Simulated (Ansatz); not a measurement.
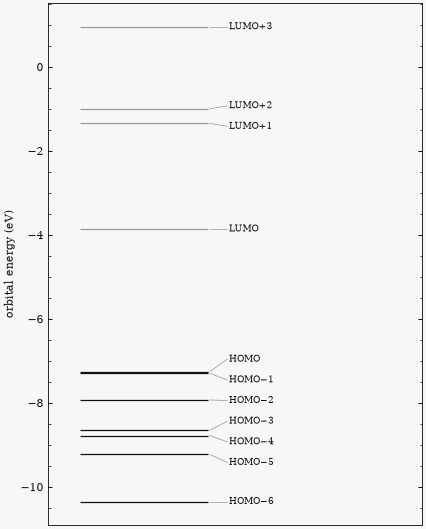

GaBH₃OF, SMILES [BH2][Ga]([OH])[F], singlet. Kohn-Sham orbital energies near the frontier, BLYP/def2-TZVPP in the Ansatz code 0.2.0, at a PBE0-D4/def2-TZVP geometry (a minimum by its frequencies), isolated molecule; empty levels in grey, levels within 0.03 eV side by side.

Where do the frontier orbitals lie?

HOMO at −7.25 eV, LUMO at −3.86 eV, 3.39 eV apart.

How far below the HOMO does the next level lie?

0.04 eV.

List the levels.

| orbital | energy (eV) |
| --- | --- |
| LUMO+3 | 0.95 |
| LUMO+2 | −1.00 |
| LUMO+1 | −1.35 |
| LUMO | −3.86 |
| HOMO | −7.25 |
| HOMO−1 | −7.30 |
| HOMO−2 | −7.93 |
| HOMO−3 | −8.65 |
| HOMO−4 | −8.78 |
| HOMO−5 | −9.23 |
| HOMO−6 | −10.35 |

Known limits of this run: no scalar relativity up to krypton; empty levels above zero depend strongly on the basis.
